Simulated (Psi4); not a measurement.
# InNH4 (SMILES [NH2][InH2]) at CCSD(T)/def2-SVP (core potential)

What is the energy change on altering one bond length of InNH4 at CCSD(T)/def2-SVP (core potential)? 

Program for the calculation: Psi4 1.11.

17 further runs of the same task are left out: 16 that didn't finish, 1 set aside as unsound or not needed.

## (1) The system as given

InNH4: 6 atoms, total charge 0, spin state singlet. SMILES: `[NH2][InH2]`. The shape is that of a PBE0-D4/def2-TZVP optimisation.

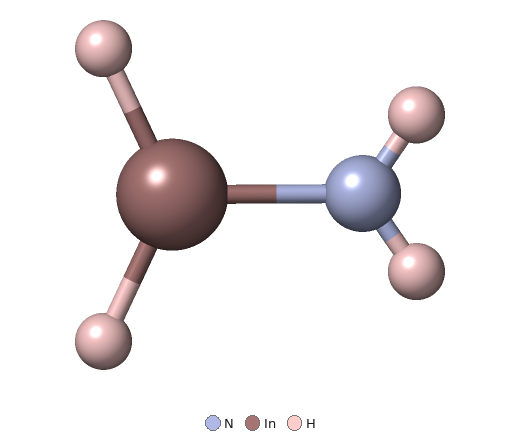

The structure, seen from a chosen angle (nitrogen light blue, indium brown, hydrogen pink).

## (2) The energy at CCSD(T)/def2-SVP (core potential)

Contents of h4inn_ase.py:

```python
import numpy as np
from ase.calculators.psi4 import Psi4
from ase import Atoms

a = Atoms(['N', 'In', 'H', 'H', 'H', 'H'], positions=[
    [-0.092200, -1.060500, 0.036600],
    [0.095300, 0.935900, -0.048300],
    [-0.598000, -1.552900, 0.753400],
    [0.311900, -1.697300, -0.629300],
    [1.012500, 1.520500, -1.370700],
    [-0.687400, 1.790300, 1.212100],
])
calc = Psi4(atoms=a, method='ccsd(t)', basis='def2-SVP', memory='2200MB', num_threads=1, charge=0, multiplicity=1, label='h4inn', reference='rhf')
calc.psi4.set_options({'puream': True, 'e_convergence': 1e-09, 'd_convergence': 1e-08, 'scf_type': 'pk', 'num_frozen_docc': 5})
a.calc = calc

print(f'energy: {a.get_potential_energy():.6f} eV')
```

Run with:

```bash
$ python h4inn_ase.py
```

h4inn.dat, cut to the lines that bear on the results:

```text
[...]
    !!!  WARNING: ECP capability is in beta. Please check occupations closely.  !!!
[...]
  Running in c1 symmetry.
[...]
  Nuclear repulsion =   70.741603805927312
[...]
  Multiplicity = 1
[...]
  Nalpha       = 16
  Nbeta        = 16
[...]
    Number of basis functions: 60
[...]
   @RHF iter   1:  -245.79017471111646   -1.47409e+00   8.44168e-03 DIIS/ADIIS
[...]
   @RHF iter  11:  -245.91295112188706   -1.42109e-12   2.15386e-09 DIIS
[...]
    Orbital Energies [Eh]
    ---------------------
    Doubly Occupied:
       1A    -15.514005     2A     -5.374929     3A     -3.635956
       4A     -3.627850     5A     -3.627775     6A     -1.085690
       7A     -1.022778     8A     -1.018348     9A     -1.016368
      10A     -1.014616    11A     -0.995188    12A     -0.616201
      13A     -0.570697    14A     -0.444374    15A     -0.408711
      16A     -0.370819
[...]
  @RHF Final Energy:  -245.91295112188706
   => Energetics <=
    Nuclear Repulsion Energy =             70.7416038059273120
    One-Electron Energy =                -552.6204988915887952
    Two-Electron Energy =                 235.9659439637744356
    Total Energy =                       -245.9129511218870618
[...]
 Multipole Moments:
 ------------------------------------------------------------------------------------
     Multipole            Electronic (a.u.)      Nuclear  (a.u.)        Total (a.u.)
 ------------------------------------------------------------------------------------
 L = 1.  Multiply by 2.5417464519 to convert [e a0] to [Debye]
 Dipole X            :          1.7685366           -1.7757233           -0.0071867
 Dipole Y            :         18.8579711          -18.9634003           -0.1054293
 Dipole Z            :         -0.8027717            0.8094175            0.0066458
 Magnitude           :                                                    0.1058827
[...]
      * MP2 total energy                      = -246.186944925909984
[...]
      * CCSD total energy                     = -246.213995769852346
[...]
      * CCSD(T) total energy                  = -246.222249733857836
```

Standard output:

```text
energy: -6700.048685 eV
```

It took 14 s on 1 thread of Intel Xeon Platinum 8259CL at 2.50GHz (Skylake/Cascade Lake), shared host; peak memory 0.29 GiB.

## (3) The distorted shape, same level

Contents of job.in:

```
memory 2200 MB

molecule system {
  N
  In 1 R2
  H 1 R3 2 A3
  H 1 R4 3 A4 2 D4
  H 2 R5 1 A5 3 D5
  H 2 R6 5 A6 1 D6

  R2 = 2.006982
  R3 = 1.006029
  A3 = 124.33148
  R4 = 1.157
  A4 = 111.3292
  D4 = 179.68137
  R5 = 1.712237
  A5 = 114.98243
  D5 = 179.83438
  R6 = 1.712083
  A6 = 130.02136
  D6 = -179.95697
  symmetry c1
}

set {
  basis           def2-SVP
  puream          true
  e_convergence   1e-09
  d_convergence   1e-08
  scf_type        pk
  num_frozen_docc 5
}

energy('ccsd(t)')
```

Run with:

```bash
$ psi4 -n 1 job.in job.out
```

job.out, cut to the lines that bear on the results:

```text
[...]
    !!!  WARNING: ECP capability is in beta. Please check occupations closely.  !!!
[...]
  Running in c1 symmetry.
[...]
  Nuclear repulsion =   70.056172240379539
[...]
  Multiplicity = 1
[...]
  Nalpha       = 16
  Nbeta        = 16
[...]
    Number of basis functions: 60
[...]
   @RHF iter   1:  -245.77771710742405   -1.51251e+00   8.13783e-03 ADIIS/DIIS
[...]
   @RHF iter  10:  -245.89620962162581   -9.37916e-12   9.59726e-09 DIIS
[...]
    Orbital Energies [Eh]
    ---------------------
    Doubly Occupied:
       1A    -15.527779     2A     -5.375149     3A     -3.636140
       4A     -3.628112     5A     -3.628013     6A     -1.072020
       7A     -1.022813     8A     -1.018602     9A     -1.016520
      10A     -1.014842    11A     -0.985530    12A     -0.591383
      13A     -0.560270    14A     -0.441267    15A     -0.408224
      16A     -0.369516
[...]
  @RHF Final Energy:  -245.89620962162581
   => Energetics <=
    Nuclear Repulsion Energy =             70.0561722403795386
    One-Electron Energy =                -551.3124031778171457
    Two-Electron Energy =                 235.3600213158118208
    Total Energy =                       -245.8962096216258146
[...]
 Multipole Moments:
 ------------------------------------------------------------------------------------
     Multipole            Electronic (a.u.)      Nuclear  (a.u.)        Total (a.u.)
 ------------------------------------------------------------------------------------
 L = 1.  Multiply by 2.5417464519 to convert [e a0] to [Debye]
 Dipole X            :          0.0036245           -0.0071704           -0.0035459
 Dipole Y            :          0.1667836           -0.1787502           -0.0119666
 Dipole Z            :         19.0800743          -19.1853791           -0.1053048
 Magnitude           :                                                    0.1060418
[...]
      * MP2 total energy                      = -246.173584116894773
[...]
      * CCSD total energy                     = -246.200873686114278
[...]
      * CCSD(T) total energy                  = -246.209596228033718
[...]
```

Wall time 12 s (1 thread of Intel Xeon Platinum 8259CL at 2.50GHz (Skylake/Cascade Lake), shared host); peak memory 0.28 GiB.

## (4) What came out

At CCSD(T)/def2-SVP (core potential), 5 core orbitals frozen:

```
                                                         quantity          value
                                        first shape: total energy  -246.22225 Eh
                 first shape: HOMO energy (Hartree–Fock orbitals)      -10.09 eV
                 first shape: LUMO energy (Hartree–Fock orbitals)        1.51 eV
               first shape: HOMO–LUMO gap (Hartree–Fock orbitals)       11.60 eV
         first shape: correlation energy (5 core orbitals frozen)     -309.3 mEh
                                      first shape: (T) correction      -8.25 mEh
                                       first shape: T1 diagnostic          0.015
                                    distorted shape: total energy  -246.20960 Eh
             distorted shape: HOMO energy (Hartree–Fock orbitals)      -10.06 eV
             distorted shape: LUMO energy (Hartree–Fock orbitals)        1.52 eV
           distorted shape: HOMO–LUMO gap (Hartree–Fock orbitals)       11.57 eV
     distorted shape: correlation energy (5 core orbitals frozen)     -313.4 mEh
                                  distorted shape: (T) correction      -8.72 mEh
                                   distorted shape: T1 diagnostic          0.016
energy change with the N1–H4 bond stretched from 1.006 to 1.157 Å       0.344 eV
```

With the N1–H4 bond stretched from 1.006 to 1.157 Å the energy rises by 0.34 eV (7.9 kcal/mol). The first shape isn't relaxed at this level, so the change isn't measured from a minimum. The triples (first shape) make up 2.7 % of the correlation energy. The triples (distorted shape) make up 2.8 % of the correlation energy.
